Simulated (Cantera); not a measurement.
Input: 1 mol Fe(CO)₅, 1.1 mol N₂, at 10.0 mbar.

Equilibrium computed with Cantera from the NASA thermochemical tables; the gas is ideal and each condensed phase is pure. Candidate condensed phases: C, Fe, Fe(CO)₅, FeO, Fe₂O₃, Fe₃O₄; 27 gas species. Condensed phases not in the tables: cementite and carbon dissolved in iron. Kinetics and transport are ignored.

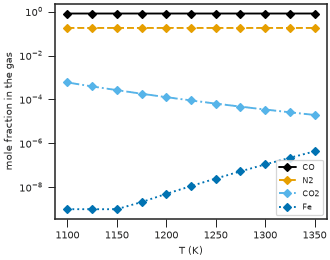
Fig. 1. Equilibrium gas composition (values under 1e-9 drawn at 1e-9)

Read off the mole fractions at 1150 K.

CO about 0.82, N₂ about 0.18, CO₂ about 0.00026.
